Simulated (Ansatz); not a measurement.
One crystal and one scan (energy against volume) at two levels, PBE (plane waves to 420 eV, PAW, scalar-relativistic; Ansatz, a program for electronic structure) and PBEsol (plane waves to 420 eV, PAW, scalar-relativistic; Ansatz), each from its own relaxed cell and on its own mesh. The cell shown is that of PBE.

LaB6 (CaB6 type, space group Pm-3m)

```xyz
7
Lattice="4.1550 0.0000 0.0000 0.0000 4.1550 0.0000 0.0000 0.0000 4.1550" Properties=species:S:1:pos:R:3 pbc="T T T"
La     0.0000     0.0000     0.0000
B      0.8301     2.0775     2.0775
B      3.3249     2.0775     2.0775
B      2.0775     2.0775     0.8301
B      2.0775     2.0775     3.3249
B      2.0775     0.8301     2.0775
B      2.0775     3.3249     2.0775
```

E(V) scan at fixed shape, V₀ the volume above. The atoms relax within the cell's symmetry.

Energies are smeared free energies. LaB6 is run without spin polarisation. LaB6 was relaxed with its symmetry unable to fall. Percentages come from the unrounded values. Both scans cover V/V₀ from 0.940 to 1.060.

```
quantity                                                   PBE  PBEsol     PBE − PBEsol
-------------------------------------------------------  -----  ------  ---------------
Lattice constant a (Å)                                   4.155   4.130  +0.025 (+0.6 %)
Pressure at the smallest volume (GPa)                     12.0    12.5      -0.5 (-4 %)
Energy cost of the largest compression (meV/atom)           22      22                0
Energy cost of the largest expansion (meV/atom)             18      19               -1
Bulk modulus B₀ (third-order Birch-Murnaghan fit) (GPa)  173.7   180.1    -6.4 (-3.6 %)
Pressure derivative B₀′ (fit)                              3.7     3.7              0.0
Pressure for 5 % compression (fit) (GPa)                   9.8    10.2      -0.4 (-4 %)
```

PBE gives the higher value for: lattice constant a. PBE gives the lower value for: pressure at the smallest volume; bulk modulus B₀; pressure for 5 % compression. They agree on: pressure derivative B₀′ (within 1.5 %). For the lattice constant a the reference is 4.1569 Å (measured, room temperature or unstated; as given in Masami Tsubota, Jiro Kitagawa, Scientific Reports (2017), doi:10.1038/s41598-017-15766-y): it holds thermal shifts, so no verdict is drawn. 

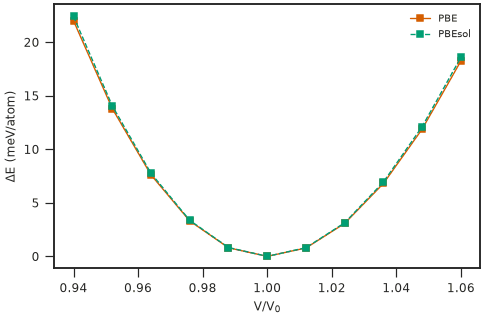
*ΔE, each from the relaxed starting cell of its own level.*

(A scan under strain: stresses follow from slopes of the energy per volume, elastic moduli from its curvatures.)
